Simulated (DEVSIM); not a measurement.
Device: Co/SiON/p-In0.53Ga0.47As capacitor, at 300 K.

```csv
layer (left to right),material,thickness (nm),Na (cm⁻³)
1,SiON,6.20,-
2,In0.53Ga0.47As,700,6.5e17
```

Metal gate on the left, work function 5 eV. Fixed charge at the semiconductor interface -1.9e11 cm⁻² (in units of +e); no interface traps.

The device is made up for the run: typed textbook-type constants, with dimensions and the other settings drawn at random. Values at 300 K.

```
parameter      SiON  In0.53Ga0.47As
-------------  ----  --------------
gap (eV)          7            0.74
affinity (eV)   1.4            4.51
permittivity    5.5            13.9
Nc (cm⁻³)         -          2.1e17
Nv (cm⁻³)         -          7.7e18
```

DEVSIM, 1D Poisson equation in equilibrium, Boltzmann statistics, complete ionisation; no quantum confinement or tunnelling. Metal contacts follow the ideal Schottky-Mott rule: no Fermi-level pinning, no interface dipoles.

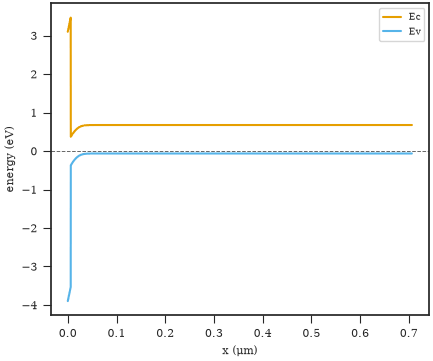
Fig. 1. Band edges at 0.5 V on the gate

Energies count from the Fermi level of the right contact; mesh points crowd at the junctions.

| x (μm) | Ec (eV) | Ev (eV) | n (cm⁻³) | p (cm⁻³) | field (V/cm) |
|---|---|---|---|---|---|
| 0.000 | 3.100 | -3.900 | < 1e2 | < 1e2 | 610000 |
| 0.0009234 | 3.157 | -3.843 | < 1e2 | < 1e2 | 610000 |
| 0.002297 | 3.241 | -3.759 | < 1e2 | < 1e2 | 610000 |
| 0.003957 | 3.343 | -3.657 | < 1e2 | < 1e2 | 610000 |
| 0.005641 | 3.446 | -3.554 | < 1e2 | < 1e2 | 610000 |
| 0.006462 | 0.376 | -0.364 | 1.0e11 | 5.8e12 | 220000 |
| 0.007745 | 0.403 | -0.337 | 3.6e10 | 1.6e13 | 200000 |
| 0.01134 | 0.471 | -0.269 | 2.6e9 | 2.3e14 | 170000 |
| 0.01701 | 0.556 | -0.184 | 9.6e7 | 6.2e15 | 130000 |
| 0.02780 | 0.646 | -0.094 | 2900000 | 2.0e17 | 45000 |
| 0.04685 | 0.675 | -0.065 | 960000 | 6.2e17 | 2100 |
| 0.1023 | 0.676 | -0.064 | 920000 | 6.5e17 | ≈ 0 |
| 0.1900 | 0.676 | -0.064 | 920000 | 6.5e17 | ≈ 0 |
| 0.3562 | 0.676 | -0.064 | 920000 | 6.5e17 | ≈ 0 |
| 0.5565 | 0.676 | -0.064 | 920000 | 6.5e17 | ≈ 0 |
| 0.6280 | 0.676 | -0.064 | 920000 | 6.5e17 | ≈ 0 |
| 0.6656 | 0.676 | -0.064 | 920000 | 6.5e17 | ≈ 0 |
| 0.6846 | 0.676 | -0.064 | 920000 | 6.5e17 | ≈ 0 |
| 0.6976 | 0.676 | -0.064 | 920000 | 6.5e17 | ≈ 0 |
| 0.7022 | 0.676 | -0.064 | 920000 | 6.5e17 | ≈ 0 |
| 0.7047 | 0.676 | -0.064 | 920000 | 6.5e17 | ≈ 0 |
| 0.7062 | 0.676 | -0.064 | 920000 | 6.5e17 | ≈ 0 |
